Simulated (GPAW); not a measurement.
Consider Rh (Rhodium, Fm-3m).

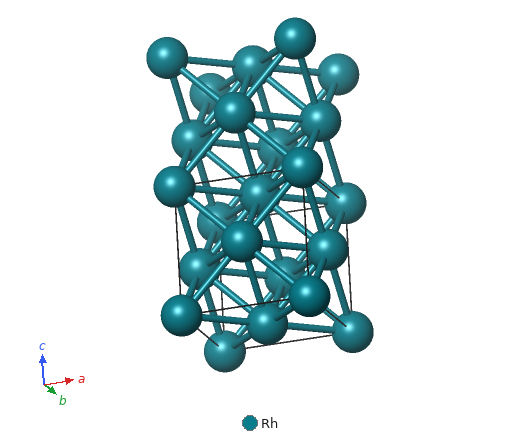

The structure (rhodium blue). 1×1×2 conventional cells are drawn. Some periodic images of atoms are drawn too.

```
Rh
1.0
     0.00000    1.89785    1.89785
     1.89785    0.00000    1.89785
     1.89785    1.89785    0.00000
Rh
1
Direct
  0.00000 0.00000 0.00000
```

Absorber: atom 1, with 12 Rh at 2.68 Å (cuboctahedral, site symmetry m-3m). Method: GPAW, PBE, excited-electron core hole (neutral cell), 13-atom cell with 6.0 Å between holes, 5×5×5 k points, dipole transitions, Gaussian full width 2.13 eV up to 4 eV, rising linearly to 3.5 eV at 25 eV.

The database entry behind the starting cell differs from later determinations by our own check (an axis about 0.2 % short against later determinations), so it need not match the best structure at ambient conditions.

Q: Where do the maxima of the Rh L₃ edge fall?

Main maxima up to 30 eV above the zero (height): 0.4 eV (2.81), 15.4 eV (1.24), 22.4 eV (0.93) and 29.2 eV (1.16). At an L edge the dipole rule selects empty d (and weakly s) states on the absorber, and the strong line at the onset measures the empty part of its d band. 

The Rh L₃ spectrum (energy from the lowest empty level; intensity scaled to a mean of 1 over the first 20 eV):

```csv
E (eV),intensity
-2.0,0.11
-0.5,1.75
1.0,2.45
2.5,0.91
4.0,0.73
5.5,0.60
7.0,0.50
8.5,0.73
10.0,0.80
11.5,0.89
13.0,1.16
14.5,1.23
16.0,1.22
17.5,1.00
19.0,0.68
20.5,0.68
22.0,0.91
23.5,0.84
25.0,0.64
26.5,0.75
28.0,1.04
29.5,1.15
31.0,0.98
```

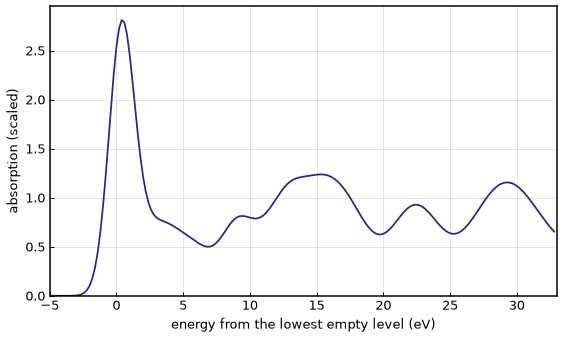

The Rh L₃ edge.

Only the L₃ part is meant: spin–orbit coupling of the core level isn't computed and the L₂ copy isn't added. The script folds with a Gaussian, whereas the core hole's own line is a Lorentzian, so the onset is too steep and the first peak too high. The holes are only 6.0 Å apart, so the shape is probably not converged with cell size; no larger cell was run here. The structure is a published determination, not relaxed.

[Banner, clock and machine lines of the logs are left out without a mark of their own.]

[Logs are printed without paths, hosts, clocks, repeated set-up lines and the standing remarks that a program may print on its own settings, such as how far it seeks lower states.]

[Hosts, paths, dates, database ids (printed as entryN), source tags and the programs' standing remarks are cut or masked in the printed files.]

[Lists of maxima count a maximum above −3 eV only where it reaches 4 % of the highest in the window and stands out from its surroundings by 2 % of it (1.5 % where it reaches 55 %); shoulders and weaker maxima are passed over, and of the rest the first, up to two pre-edge ones and the few strongest are named.]
